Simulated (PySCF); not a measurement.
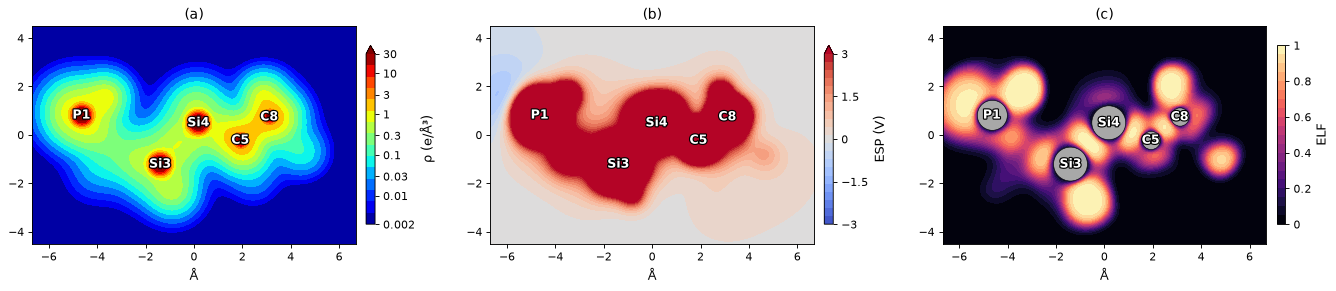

*C$_{4}$H$_{15}$PSi$_{3}$. (a) electron density; (b) molecular electrostatic potential; (c) ELF on the plane of atoms Si3, Si4 and C5. Grey discs cover the atomic cores in the ELF map.*

Geometry: GFN2-xTB.

Level of theory: PBE0/pcSseg-1, SCF density, gas phase, non-relativistic (PySCF).

```xyz
23

P     4.7704    0.9866   -0.9795
Si    3.8047   -0.8050   -0.0425
Si    1.7186   -0.3297    0.8762
Si    0.0468    0.0709   -0.6942
C    -1.6316   -0.5203   -0.0276
C    -2.2527    0.2908    1.1272
C    -3.5922    0.3095    0.3789
C    -2.8925   -0.2411   -0.8706
H     3.6128    1.4575   -1.5703
H     4.6048    1.8053    0.1204
H     4.8349   -1.3153    0.8715
H     3.7255   -1.7774   -1.1422
H     1.3422   -1.4243    1.7854
H     1.8473    0.8272    1.7818
H    -0.1044    1.4950   -1.0334
H     0.2890   -0.6211   -1.9702
H    -1.5799   -1.5784    0.2375
H    -1.8184    1.2836    1.2370
H    -2.2557   -0.1946    2.1015
H    -4.3198   -0.3840    0.7974
H    -4.0619    1.2854    0.2696
H    -2.7364    0.5164   -1.6369
H    -3.3562   -1.1101   -1.3340
```

Describe what can be read from this map.

- The section cuts through P, Si and C sites.
- C–C (1.54 Å): the density is about 1.6 e/Å³ at the midpoint; the ELF peaks at about 0.95 between the atoms, as expected for localised, covalent bonding.
- C–Si (1.90 Å): ρ is about 0.91 e/Å³ halfway; the ELF peaks at about 0.95 between the atoms, as expected for a shared electron pair.
- Si–Si (2.33 Å): the density is about 0.65 e/Å³ at the midpoint; the ELF peaks at about 1 between the atoms (a shared electron pair).
- The ELF also peaks beside P1, away from the bonds: lone-pair regions.
- Outside the dense part of the molecule the potential is most negative (−1.0 V) near P1.
